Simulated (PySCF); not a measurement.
# NMR shielding calculation, with input and output: C₇H₁₂BNO

The run: NMR shielding calculation of C₇H₁₂BNO. Method and program: GIAO PBE0/pcSseg-1 NMR shielding, non-relativistic, gas phase (PySCF 2.14.0).

The geometry comes from this level: PBE0-D3(BJ)/def2-SVP. It belongs to a series of runs on one base structure; here: H on C replaced by CH2OCH3. Figures and captions count atoms from 1; the log counts them from 0 in places.

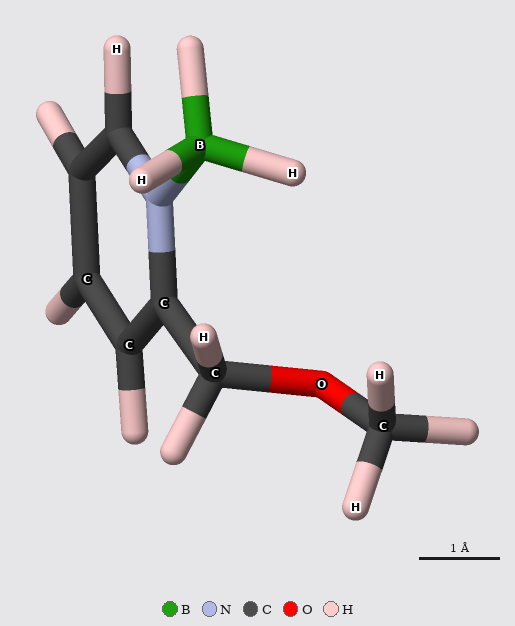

Figure 1. The structure (stick view, seen at a tilt).

Input:
```
{"job": {"kind": "nmr", "xc": "PBE0", "basis": "pcSseg-1"}, "charge": 0, "multiplicity": 1}
B     -0.315688     1.894925     0.560709
N     -0.950502     0.471990     0.170875
C     -2.249756     0.419872    -0.158938
C     -2.884233    -0.761107    -0.512743
C     -2.146395    -1.939976    -0.526387
C     -0.801765    -1.881056    -0.178597
C     -0.221567    -0.664302     0.168596
C      1.243593    -0.583349     0.478941
O      1.925699    -0.447068    -0.732652
C      3.253061    -0.044086    -0.569431
H      0.020751     1.820313     1.740472
H     -1.204160     2.717001     0.389775
H      0.647440     2.073300    -0.172528
H     -2.767970     1.378590    -0.129944
H     -3.943430    -0.743905    -0.773623
H     -2.609605    -2.889203    -0.803990
H     -0.177924    -2.776272    -0.177334
H      1.419805     0.276434     1.146658
H      1.553269    -1.507310     1.009588
H      3.838719    -0.775784     0.021927
H      3.701307     0.035159    -1.569355
H      3.319882     0.940996    -0.070811
```

The first line tells a small driver script what to run in PySCF; the rest is the geometry in Å.

Run on 1 CPU thread, shared host.

Run as:
```bash
OMP_NUM_THREADS=1 python <driver script> task.json out
```

Log:
```
coarse grid: 18280 points
cycle   1  E = -428.0508889593  dE =  1.507e+00  |g| = 6.111e-01  |ddm| = 4.214e+00
cycle   2  E = -428.0050292261  dE =  4.586e-02  |g| = 8.200e-01  |ddm| = 1.529e+00
cycle   3  E = -428.1372105758  dE = -1.322e-01  |g| = 1.114e-01  |ddm| = 9.255e-01
cycle   4  E = -428.1397003068  dE = -2.490e-03  |g| = 4.061e-02  |ddm| = 1.540e-01
cycle   5  E = -428.1400649589  dE = -3.647e-04  |g| = 2.248e-02  |ddm| = 5.266e-02
cycle   6  E = -428.1401783854  dE = -1.134e-04  |g| = 4.183e-03  |ddm| = 1.953e-02
cycle   7  E = -428.1401821783  dE = -3.793e-06  |g| = 1.006e-03  |ddm| = 3.852e-03
final grid: 176328 points
cycle   8  E = -428.2074537522  dE = -5.386e-05  |g| = 1.125e-02  |ddm| = 4.609e-02
cycle   9  E = -428.2074378249  dE =  1.593e-05  |g| = 1.501e-02  |ddm| = 1.948e-02
cycle  10  E = -428.2074795296  dE = -4.170e-05  |g| = 1.751e-03  |ddm| = 1.152e-02
cycle  11  E = -428.2074802054  dE = -6.759e-07  |g| = 2.742e-04  |ddm| = 1.799e-03
cycle  12  E = -428.2074802135  dE = -8.064e-09  |g| = 1.973e-04  |ddm| = 3.744e-04
cycle  13  E = -428.2074802233  dE = -9.858e-09  |g| = 3.922e-05  |ddm| = 2.093e-04
cycle  14  E = -428.2074802237  dE = -3.482e-10  |g| = 9.036e-06  |ddm| = 3.993e-05
```

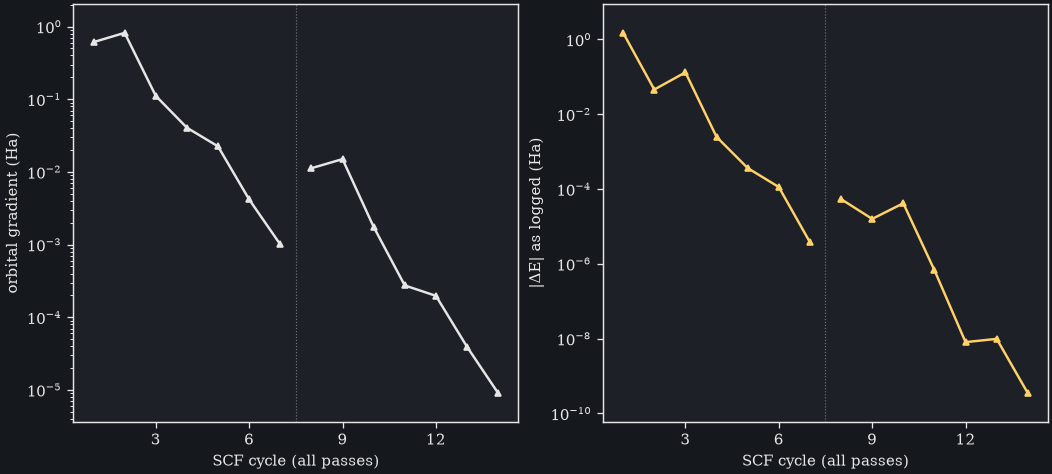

Figure 2. Convergence of the self-consistent field: orbital gradient and size of the energy change against the SCF cycle. The dotted line marks the change from a coarse to the final integration grid. The first 7 cycles use a coarse grid, the final grid takes over at cycle 8, and the field converges after 14 cycles in all.

```
converged SCF energy = -428.2074802237

GIAO shielding tensors (ppm)
atom      isotropic    diamagn.    paramagn.     s11        s22        s33       span
  0 B      117.640     191.559     -73.919     95.883    112.465    144.571     48.688
  1 N      -27.508     332.789    -360.297   -176.931   -151.771    246.178    423.109
  2 C       28.758     248.046    -219.288    -70.395     24.161    132.507    202.902
  3 C       55.706     258.699    -202.992    -53.729     45.430    175.418    229.147
  4 C       40.176     253.637    -213.461    -74.217     16.505    178.240    252.457
  5 C       51.438     256.098    -204.661    -55.744     44.550    165.508    221.252
  6 C       22.298     254.464    -232.166    -74.168     -7.210    148.272    222.440
  7 C      112.051     247.275    -135.224     93.141     96.652    146.361     53.221
  8 O      314.600     400.059     -85.459    280.201    330.213    333.385     53.184
  9 C      124.103     241.203    -117.101     90.040     99.981    182.287     92.248
 10 H       27.943      31.230      -3.286     23.969     27.697     32.165      8.196
 11 H       28.540      31.632      -3.092     24.546     29.285     31.790      7.244
 12 H       28.080      32.076      -3.996     23.431     28.840     31.967      8.536
 13 H       22.156      30.773      -8.617     16.962     21.932     27.575     10.613
 14 H       24.014      28.731      -4.718     20.926     24.480     26.635      5.709
 15 H       23.424      28.963      -5.539     20.413     23.527     26.334      5.921
 16 H       23.801      32.306      -8.505     20.041     22.842     28.520      8.479
 17 H       25.756      32.526      -6.771     21.820     25.004     30.442      8.622
 18 H       27.251      31.434      -4.183     24.252     26.221     31.281      7.028
 19 H       28.002      26.810       1.193     23.920     25.685     34.401     10.481
 20 H       27.525      27.294       0.231     23.756     24.572     34.247     10.491
 21 H       27.688      28.206      -0.518     23.225     26.519     33.321     10.096
```

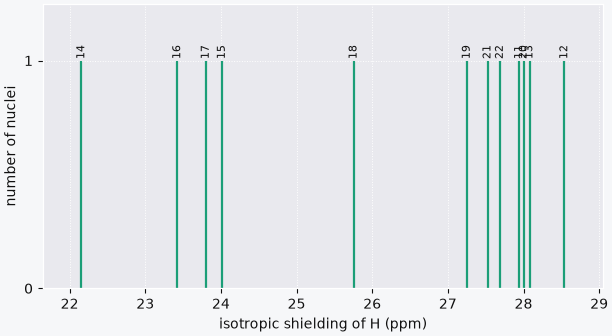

Figure 3. Isotropic shieldings of the hydrogen nuclei in this fixed geometry, labelled by atom number; shielding grows to the right, so chemical shift grows to the left. The least shielded is H14 (22.2 ppm), the most shielded H12 (28.5 ppm).

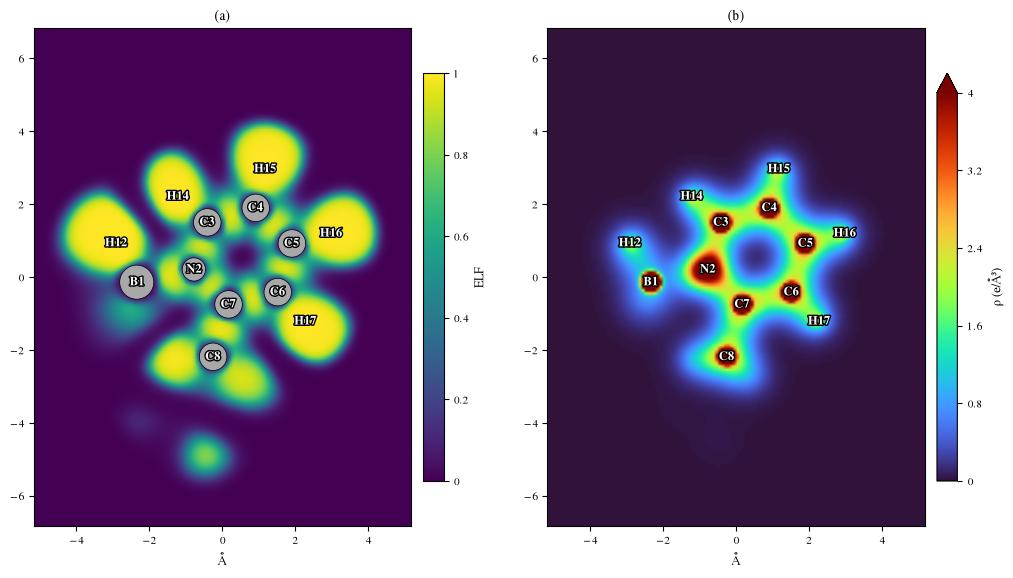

Figure 4. (a) electron localisation function; (b) electron density on the plane of atoms C7, C6 and H17. Grey discs, where drawn, cover atomic cores. Atoms in the plane: B, N, C and H. B–N (1.61 Å): ρ at the midpoint is about 1.2 e/Å³; the ELF peaks at about 0.95 between the atoms, which marks a polar covalent bond. C–H (1.09 Å): ρ is about 2.1 e/Å³ halfway; the ELF climbs to about 1 towards the hydrogen, as it does in any bond to H (a covalent bond by its length). C–C (1.50 Å): ρ is about 1.8 e/Å³ halfway; the ELF peaks at about 0.95 between the atoms (a covalent bond).

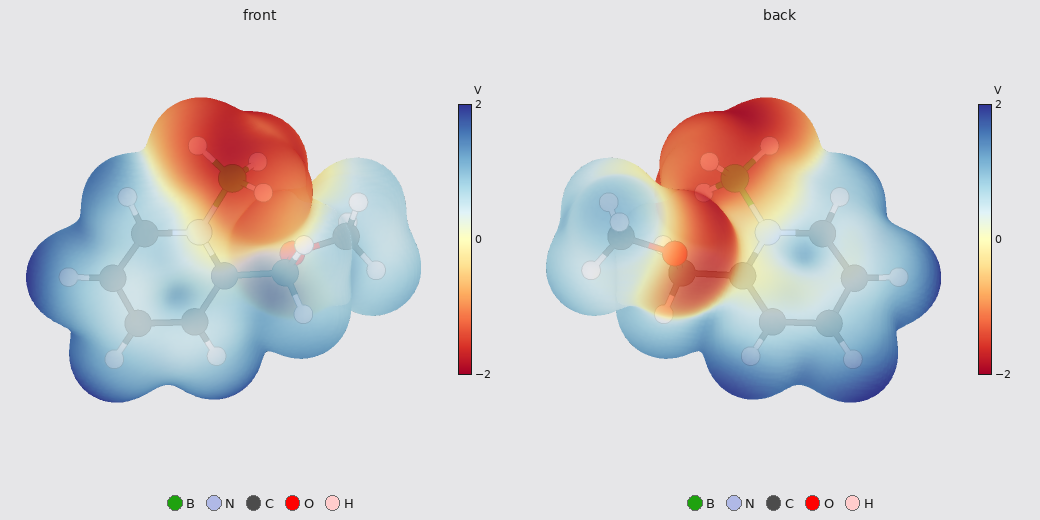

Figure 5. The molecular electrostatic potential painted on the density surface at 0.004 e/bohr³, seen at a tilt and from behind; the colour scale runs from red (negative) to blue (positive).

Results in brief:

| quantity | value |
| --- | --- |
| outcome | converged |
| total energy | −428.207480 hartree |
| HOMO | −7.26 eV |
| LUMO | −1.92 eV |
| dipole moment | 5.56 D |
| isotropic shielding, B | 117.6 ppm |
| isotropic shielding, N | −27.5 ppm |
| isotropic shielding, C | 22.3 to 124.1 ppm |
| isotropic shielding, O | 314.6 ppm |
| isotropic shielding, H | 22.2 to 28.5 ppm |
| wall time | 1.8 min |
| peak memory | 1.1 GiB |
